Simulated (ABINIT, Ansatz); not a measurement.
# CdS (Hawleyite): modes at Γ and the response to a field, part 3 of 3

Which modes does CdS (Hawleyite) have at the zone centre?

ABINIT 10.8.3; DFT LDA, scalar-relativistic, plane waves, PseudoDojo norm-conserving pseudopotentials.

So far, mean static dielectric tensor (ions relaxed, fixed cell): step 7 (modes with the sum rule) 9.75.

## Step 9: The same in Ansatz

The same cell, potentials and cutoff go through another code, on another k mesh. Its k mesh is centred on Γ.

This step: DFT LDA, scalar-relativistic, plane waves, PseudoDojo norm-conserving pseudopotentials (Ansatz 0.2.0).

input.yaml

```yaml
crystal:
  lattice:
    - [-2.8790889234, 0.0, 2.8790889234]
    - [0.0, 2.8790889234, 2.8790889234]
    - [-2.8790889234, 2.8790889234, 0.0]
  atoms:
    - { symbol: Cd, position: [0.0, 0.0, 0.0] }
    - { symbol: S, position: [0.25, 0.25, 0.25] }
kpoints:
  mp_grid: { grid: [8, 8, 8] }
hamiltonian:
  xc: lda
  pseudopotentials: { kind: nc, accuracy: standard }
scf:
  occupations: { method: fixed }
output:
  eigenvalues: true
basis:
  ecutwfc: 1278.935
phonons:
  method: dfpt
  dielectric: true
  rigid_motions: translations
```

Started as:

```
$ ansatz run input.yaml --threads 8 --pin off --max-ram 16384MiB --backend cpu --events-out ev --progress --plain --runs-dir out
```

The log of the run:

```text
Warning: basis.ecutwfc = 1278.935 eV is below the records' recommended 1387.780699 eV, and the density's cutoff is lower with it unless basis.ecutrho_ratio is high enough to keep the records' density cutoff: compare with a run at a higher cutoff
Engine: ansatz 0.2.0, aarch64-unknown-linux-gnu
Pseudopotentials: kind: nc
Pseudopotential: Cd, nc, valence charge 20, recommended cutoff 1387.780699 eV (normal), Cd.nc.azcp (PseudoDojo's, or run here from an input of PseudoDojo's; its table is named by hamiltonian.pseudopotentials.accuracy)
Pseudopotential: S, nc, valence charge 6, recommended cutoff 734.707429 eV (normal), S.nc.azcp (PseudoDojo's, or run here from an input of PseudoDojo's; its table is named by hamiltonian.pseudopotentials.accuracy)
Functional definition: SPW92
  exchange = slater_x
  correlation = pw_c
Crystal: 2 atoms, lattice volume = 47.730 Å³
Basis set: ecut = 1278.935 eV, 4957 PW (Γ), exchange–correlation on 96×96×96 points (8 copies of the dense FFT grid, shifted against one another)
Bands: 17, of which v1, the nominal top of the filled ones, is band 13 counted from 1 (12 counted from 0)
Symmetry: 24 space group operations
k-points: 95 of 512 (irreducible under 4 space group operations, time reversal used)
Non-local potential: Cd, projectors of the file, l = 0: 2, l = 1: 2, l = 2: 2
Non-local potential: S, projectors of the file, l = 0: 2, l = 1: 2, l = 2: 2
Initial density: superposition of atomic densities (chi_scale 0.1, normalization cell, long waves kept (reshape's long-wave potential 0.00 eV rms))
Initial wavefunctions: pseudopotential atomic-orbital guess
Functional: x = slater, c = lda
SCF iter   1: F=—  HF=-5072.010739 eV  |F-HF|=—  |Δ(HF+E_count)|=         —  Δρ=3.22e-2  dr2=3.23e-1  ethr=3.10e-3  ⟨swp⟩=5.4  Hψ=7610  notcnv=0  defer=159
preconditioner: auto → none  [insulator: Δε(μ)=1.192 eV  Ē_g=12.629 eV  n_scr=14 (ndim 8)  ℏωp=22.8 eV  f_vac=0.057  ε∞_Penn≈4.3]
SCF iter   2: F=—  HF=-5071.918535 eV  |F-HF|=—  |Δ(HF+E_count)|=   9.22e-2  Δρ=1.17e-2  dr2=2.93e-2  ethr=1.24e-3  ⟨swp⟩=2.0  Hψ=3334  notcnv=0  defer=185
SCF iter   3: F=—  HF=-5071.911936 eV  |F-HF|=—  |Δ(HF+E_count)|=   6.60e-3  Δρ=5.15e-3  dr2=5.68e-3  ethr=1.13e-4  ⟨swp⟩=2.1  Hψ=3028  notcnv=0  defer=186
SCF iter   4: F=—  HF=-5071.910971 eV  |F-HF|=—  |Δ(HF+E_count)|=   9.66e-4  Δρ=1.31e-3  dr2=8.95e-4  ethr=2.18e-5  ⟨swp⟩=2.3  Hψ=2748  notcnv=0  defer=186
SCF iter   5: F=—  HF=-5071.910680 eV  |F-HF|=—  |Δ(HF+E_count)|=   2.90e-4  Δρ=1.99e-4  dr2=6.46e-6  ethr=3.44e-6  ⟨swp⟩=2.3  Hψ=2963  notcnv=0  defer=187
SCF iter   6: F=—  HF=-5071.910682 eV  |F-HF|=—  |Δ(HF+E_count)|=   1.87e-6  Δρ=2.32e-5  dr2=1.79e-7  ethr=2.49e-8  ⟨swp⟩=2.1  Hψ=2820  notcnv=0  defer=178
SCF iter   7: F=—  HF=-5071.910517 eV  |F-HF|=—  |Δ(HF+E_count)|=   1.65e-4  Δρ=3.79e-6  dr2=2.09e-9  ethr=6.89e-10  ⟨swp⟩=2.1  Hψ=2692  notcnv=0  defer=120
SCF iter   8: F=-5071.910517 eV  HF=-5071.910517 eV  |F-HF|=6.18e-11  |Δ(HF+E_count)|=  1.89e-10  Δρ=8.31e-7  dr2=9.42e-11  ethr=1.00e-12  ⟨swp⟩=11.8  Hψ=13823  notcnv=0
SCF 1 converged in 8 iterations: F = -5071.910517 eV  dr2 = 9.42e-11
DFPT response loops at Γ: preconditioner auto → none (the input reference at scf.mixing.eps_inf says where Resta's filter doesn't serve); β = 0.50; Broyden in place of MSR1
── the response to a field inside a basis, on 10×10×10 k-points: an SCF that follows is theirs, and a resumed run solves both again ──
Bands: 14, of which v1, the nominal top of the filled ones, is band 13 counted from 1 (12 counted from 0)
k-points: 110
Initial density: handed on by an earlier stage of this run
Initial wavefunctions: pseudopotential atomic-orbital guess (no wavefunctions were taken with the density)
Eigensolver: Dense (110 Hₖ)
SCF iter   1: F=—  HF=-5071.909651 eV  |F-HF|=—  |Δ(HF+E_count)|=         —  Δρ=2.65e-4  dr2=4.58e-6  ethr=1.00e-1
preconditioner: auto → none  [insulator: Δε(μ)=1.016 eV  Ē_g=10.053 eV  n_scr=14 (ndim 8)  ℏωp=22.8 eV  f_vac=0.108  ε∞_Penn≈6.1]
SCF iter   2: F=—  HF=-5071.909650 eV  |F-HF|=—  |Δ(HF+E_count)|=   1.32e-6  Δρ=1.05e-4  dr2=7.13e-7  ethr=1.76e-8
SCF iter   3: F=—  HF=-5071.909650 eV  |F-HF|=—  |Δ(HF+E_count)|=   1.70e-7  Δρ=5.32e-5  dr2=1.28e-7  ethr=2.74e-9
SCF iter   4: F=-5071.909650 eV  HF=-5071.909650 eV  |F-HF|=1.13e-10  |Δ(HF+E_count)|=   2.42e-8  Δρ=6.33e-6  dr2=1.54e-9  ethr=4.94e-10
SCF 1 converged in 4 iterations: F = -5071.909650 eV  dr2 = 1.54e-9
DFPT response loops at Γ: mixed as the last ones told, above
WARN: field response: ε∞ stands inside a basis, on 10×10×10 points; the force constants stand on the 8×8×8 k-mesh, whose period is 10.85 times the interband length at k = (0.0000, 0.0000, 0.0000), direct gap 0.944 eV, under 14: take them and everything formed from them as unconverged, and compare with a denser kpoints.mp_grid
SCF converged after 8 iterations
Free energy (F): -5071.910517 eV
Harris-Foulkes:  -5071.910517 eV  (|F-HF|=6.18e-11)
Internal energy: -5071.910517 eV  (E = F + TS)
E sigma→0 (E₀):  -5071.910517 eV
Fermi energy:    7.268774 eV
--- Per-component energies (eV) ---
  E_band       = -500.115045
  E_kinetic    = 1775.585280
  E_local      = -5257.200780  (includes V_loc(G=0)·N_el)
  E_nonlocal   = 145.324250
  E_hartree    = 1745.936373
  E_xc         = -741.425632
  E_vxc        = -655.696016  (∫ρ·V_xc dr)
  E_ewald      = -2740.130010
  E_smearing   = -0.000000  (= −TS)
  E_closure    = 0.000000  (closes the sum)
  Σ components = -5071.910517   (vs F -5071.910517, Δ=0.00e0)
--- Band table (eV; the first three rows and the last of 95) ---
  k-point 0: bands = [... 9 lower, -0.0975, 7.2688, 7.2688, 7.2688, 8.2123, 13.5927, 13.5927, 13.5927]
  k-point 1: bands = [... 9 lower, -0.0990, 6.1528, 7.1337, 7.1337, 9.1076, 13.3301, 13.8033, 13.8033]
  k-point 2: bands = [... 9 lower, -0.0933, 4.5999, 6.8312, 6.8312, 9.8873, 13.3638, 14.1269, 14.1269]
  k-point 94: bands = [... 9 lower, 0.3856, 3.0368, 5.2083, 5.2083, 10.5184, 11.4605, 16.3520, 18.0289]
--- Phonons (Γ-DFPT): 2 representative perturbations + reference, on 95 of 512 k-points (Σ response iterations 6) ---
  k mesh reduced under 4 symmetry operations, with k and −k counted as one. Each operation leaves every solved perturbation unchanged. A smaller set is not considered because the run solves the response to a homogeneous field
  ASR residual: 4.151e-3 → 0.000e0 eV/Å²; symmetrization residual: 5.390e-6 eV/Å²
  ASR residual per site (eV/Å²): 4.15e-3 5.34e-4
  Γ frequencies (cm⁻¹): 0.00 0.00 0.00 244.25 244.25 244.25
  ε∞ (high-frequency dielectric tensor):
        6.631640    -0.000000     0.000000
       -0.000000     6.631640    -0.000000
        0.000000    -0.000000     6.631640
  ε⁰ (static dielectric tensor: ions relaxed, cell fixed):
        9.789470     0.000000     0.000000
        0.000000     9.789470    -0.000000
        0.000000    -0.000000     9.789470
  ε⁰ − ε∞ (ionic part):
        3.157831     0.000000     0.000000
        0.000000     3.157831    -0.000000
        0.000000    -0.000000     3.157831
  softest optical mode at Γ: 244.25 cm⁻¹; the repairs (sum rule, projections) moved no ω² at Γ by more than (3.21 cm⁻¹)²
  Born effective charges Z* (e; rows j = field, columns β = displacement):
    site 0:
         2.13507    0.00000    0.00000
         0.00000    2.13507    0.00000
        -0.00000   -0.00000    2.13507
    site 1:
        -2.13507   -0.00000   -0.00000
        -0.00000   -2.13507   -0.00000
         0.00000    0.00000   -2.13507
  Z* charge neutrality: 2.544e-4 e pre-enforcement
  solved inside a basis spanned on kpoints, on 10×10×10 k-points transformed towards the longest dipole: ε∞ is read to err by 1.7e-2, Z* by 2.1e-2 e (field_mesh: kpoints solves on kpoints); Z* is corrected for what the basis lacks
  optical modes at Γ without the LO–TO term, one row a degenerate level:
      ω (cm⁻¹)  modes    IR ((D/Å)²/amu)
        244.25      3            12.6478
  optical modes at Γ + LO–TO along q̂ = [1.0000, 0.0000, 0.0000]:
      ω (cm⁻¹)  modes    IR ((D/Å)²/amu)
        244.25      2             8.4319
        296.76      1             4.2159
  optical modes at Γ + LO–TO along q̂ = [0.0000, 1.0000, 0.0000]:
      ω (cm⁻¹)  modes    IR ((D/Å)²/amu)
        244.25      2             8.4319
        296.76      1             4.2159
  optical modes at Γ + LO–TO along q̂ = [0.0000, 0.0000, 1.0000]:
      ω (cm⁻¹)  modes    IR ((D/Å)²/amu)
        244.25      2             8.4319
        296.76      1             4.2159
```

The job ended after 26 s (8 threads of Arm Neoverse V2, shared host; peak memory 1.6 GiB; 3.2 min of CPU time).

This step gave:

```yaml
gap_on_the_k_mesh: 0.9436 eV
sum_rule_residual_before_enforcement: 0.004151 eV/Å²
miss_of_the_charge_sum_rule: 2.54e-4 e
estimated_error_of_the_dielectric_tensor: 0.01726
estimated_error_of_the_born_charges: 0.02081 e
highest_optical_zone_centre_mode_no_lo_to_term: 244.2 cm⁻¹
lowest_optical_zone_centre_mode: 244.2 cm⁻¹
mean_high_frequency_dielectric_constant: 6.632
largest_born_charge_in_size_third_of_the_trace: 2.135 e
mean_static_dielectric_constant: 9.790
highest_mode_moved_by_the_lo_to_term: 296.8 cm⁻¹
```

Transverse modes. Infrared lines, with heights relative to the strongest:

```tsv
position (cm⁻¹)	label	IR intensity ((D/Å)²/amu), degenerate modes summed, relative
244	T2	100
```

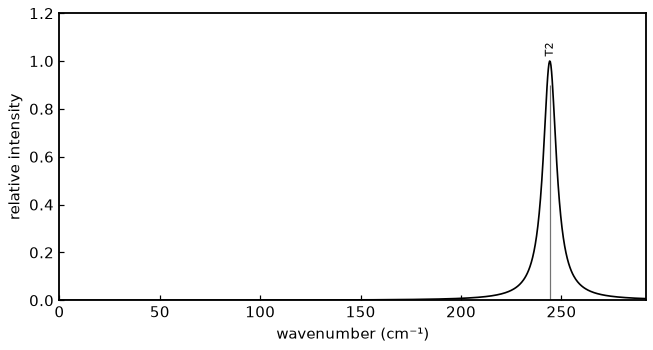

The infrared spectrum, broadened with Lorentzians of width 8 cm⁻¹; bars mark the lines.

The log warns that the force constants on this k mesh are to be taken as unconverged.

## Step 10: The two compared: ABINIT PseudoDojo and Ansatz, PseudoDojo

Worked out from the results:

```yaml
root_mean_square_difference: 0.03 cm⁻¹
largest_difference: 0.03 cm⁻¹
```

Frequencies side by side, by row:

```tsv
q (reciprocal lattice)	mode	ABINIT PseudoDojo (cm⁻¹)	Ansatz, PseudoDojo (cm⁻¹)
0 0 0	1	0	0
0 0 0	2	0	0
0 0 0	3	0	0
0 0 0	4	244.3	244.2
0 0 0	5	244.3	244.2
0 0 0	6	244.3	244.2
```

The two runs side by side. Further quantities:

```tsv
quantity	ABINIT PseudoDojo	Ansatz, PseudoDojo
mean ε∞	6.593	6.632
largest Born charge in size (e; the first before, the second after the charge sum rule)	2.134	2.135
summed IR intensity ((D/Å)²/amu)	12.63	12.65
```

At the zone centre the largest difference (acoustic modes at Γ apart) is 0.01 % of the highest mode.

## Step 11: Results

| Item | Value |
| --- | --- |
| space group after relaxation | F-43m |
| volume per atom | 23.9 Å³ |
| highest optical zone-centre mode (no LO-TO term) | 244.3 cm⁻¹ |
| highest mode moved by the LO-TO term | 297.0 cm⁻¹ |
| mean high-frequency dielectric constant | 6.59 |
| largest Born charge in size (third of the trace) | 2.13 e |
| mean static dielectric constant | 9.75 |
| imaginary optical modes at the zone centre (no q mesh in this session) | none |
| largest difference from Ansatz, PseudoDojo | 0.03 cm⁻¹ |

In words: At the LDA level the optical modes of CdS (Hawleyite) at the zone centre (no LO-TO term) lie at 244 cm⁻¹. The base run prints -0.37 GPa, mostly the error of a finite basis; the relaxation, with a smoothed and higher cutoff, had brought the cell to rest. Along the directions run, the highest mode that the macroscopic field moves lies at 297 cm⁻¹. Lattice motion raises the mean dielectric constant from 6.593 to 9.747. The Born charge of Cd is 2.134 e against a formal charge of +2, close to the ionic value. The Lyddane-Sachs-Teller relation holds: (ωLO/ωTO)² is 1.48 and ε₀/ε∞ is 1.48. ABINIT PseudoDojo and Ansatz, PseudoDojo agree to 0.03 cm⁻¹ (0.01 % of the highest mode compared) on all solved modes but the acoustic ones at Γ, without the LO-TO term. These are harmonic frequencies at zero temperature: anharmonic shifts and linewidths and thermal expansion are left out. Ansatz warns that the cutoff lies 8 % under the one recommended for these files; agreement at one cutoff is not convergence. Ansatz's log warns that force constants on this k mesh are to be taken as unconverged.

[Host names and launcher messages were left out of these logs when they were recorded.]

[Logs are printed without paths, hosts, clocks, repeated set-up lines and the standing remarks that a program may print on its own settings, such as how far it seeks lower states.]

[Hosts, paths, dates, database ids (printed as entryN), source tags and the programs' standing remarks are cut or masked in the printed files.]
